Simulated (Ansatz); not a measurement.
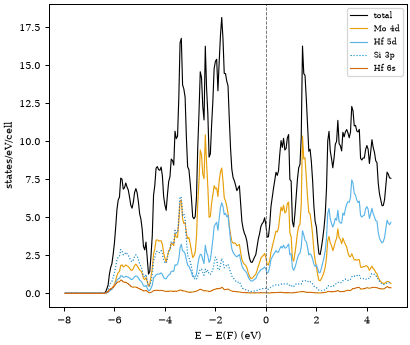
*Total and projected density of states of HfSiMo in space group Pnma (No. 62; Hf on 4c, Si on 4c, Mo on 4c), the program Ansatz at the r²SCAN level (PAW)*

Q: Which orbitals carry the states next to the Fermi level?

A: Within 0.5 eV of the Fermi level: Mo 4d 51 %, Hf 5d 36 %, Si 3p 7 %. Projections are on Löwdin-orthogonalised atomic valence shells; empty p or d shells of many metals are not among them.

Q: Where is the tallest occupied peak in this window, and what makes it?

A: Near -1.8 eV, about 18 states/eV per cell; the largest projected share is Mo 4d.

The workflow started from a Materials Project entry (that database holds measured and hypothetical structures alike); the Crystallography Open Database copy checked does not list it. Whether it is the stable phase at ambient conditions was not checked. The r²SCAN relaxation kept the symmetry of its start; whether a distortion lowers the energy is not shown. The run is not spin-polarised. Spin–orbit coupling is left out wherever it is not named.

Potentials: the later of the program's two PAW sets.
